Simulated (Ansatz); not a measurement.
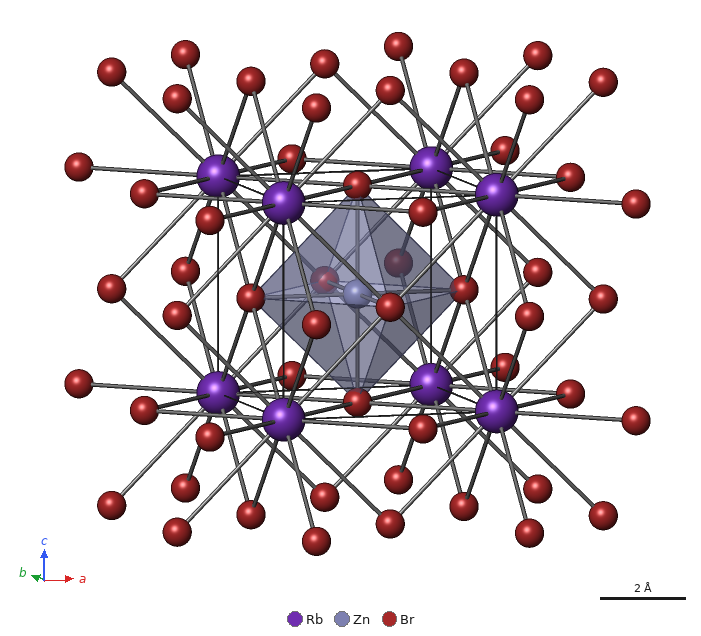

This polyhedral model is shown slightly off an axis. Thin lines show the conventional unit cell, with boundary atoms drawn in all their periodic places. Some atoms of the next cells are drawn as well.

RbZnBr3, space group P4/mmm (No. 123), a = 5.249 Å, b = 5.249 Å, c = 5.144 Å, α = 90.00°, β = 90.00°, γ = 90.00°. It goes back to a structure type filled with these elements by a generator (whether the compound takes this form wasn't checked). The cell was then strained or its atoms displaced on purpose. It was run through Ansatz as a DFT input.

This one geometry was computed with Ansatz (DFT, plane waves, PAW) at three levels of theory: PBE, HSE06 and r2SCAN. It was relaxed with r2SCAN and then strained.

Question: How does the band gap change with the level of theory?

Answer: PBE: a gap of 0.23 eV, indirect; r2SCAN: a gap of 0.81 eV, indirect; HSE06: a gap of 1.44 eV, indirect.

Question: Collect the results in a table.

Answer:
| level | cutoff (eV) | k-mesh of the run's cell | gap (eV) | pressure (GPa) |
| --- | --- | --- | --- | --- |
| PBE | 420 | 6×6×6 | 0.23 | 2.0 |
| HSE06 | 420 | 4×4×4 | 1.44 | 1.3 |
| r2SCAN | 500 | 6×6×6 | 0.81 | 0.8 |

Gaps are taken on the k-mesh or band path of each run.
